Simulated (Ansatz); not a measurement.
```cif
data_structure
_symmetry_space_group_name_H-M 'P 1'
_symmetry_Int_Tables_number 1
_cell_length_a 4.1646
_cell_length_b 4.1646
_cell_length_c 23.8000
_cell_angle_alpha 90.000
_cell_angle_beta 90.000
_cell_angle_gamma 119.988
_cell_volume 357.52
loop_
_atom_site_label
_atom_site_type_symbol
_atom_site_fract_x
_atom_site_fract_y
_atom_site_fract_z
_atom_site_occupancy
Be1 Be 0.33336 0.66664 0.29412 1
Be2 Be 0.66664 0.33336 0.29412 1
Cd1 Cd 0.00000 0.00000 0.29412 1
```

A structure generated by program, which may or may not match a known phase.

Theory: DFT PBE, scalar-relativistic, plane waves, PAW in Ansatz 0.2.0.

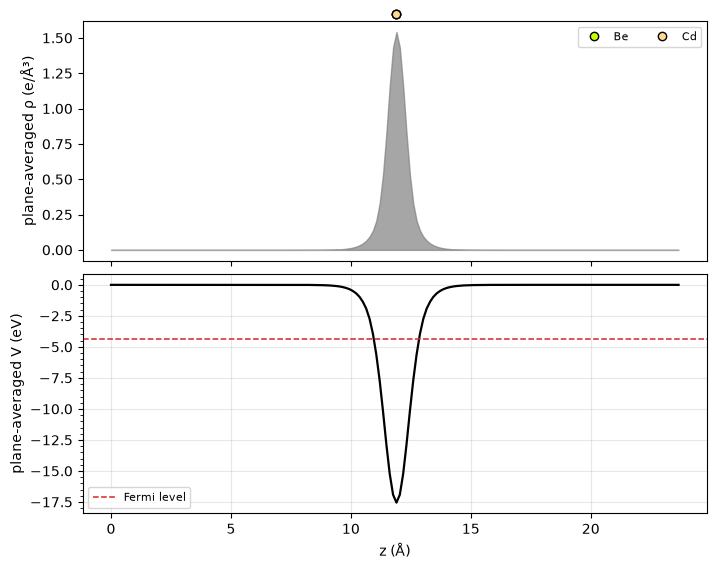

Be2Cd. Plane average of the electrostatic potential energy of an electron and of the valence electron density across the slab. Circles mark the heights of the atoms.

Core electrons are frozen (PAW), and the valence fields are smoothed inside the atomic spheres.

### How far below the vacuum level is the Fermi level?

The potential is flat in the vacuum, 4.33 eV above the Fermi level; this is the work function, the same on both faces.

### What are the slab's thickness and the vacuum gap?

The outermost nuclei are 0.0 Å apart, in 1 atomic plane; the vacuum between periodic images is 23.8 Å wide.
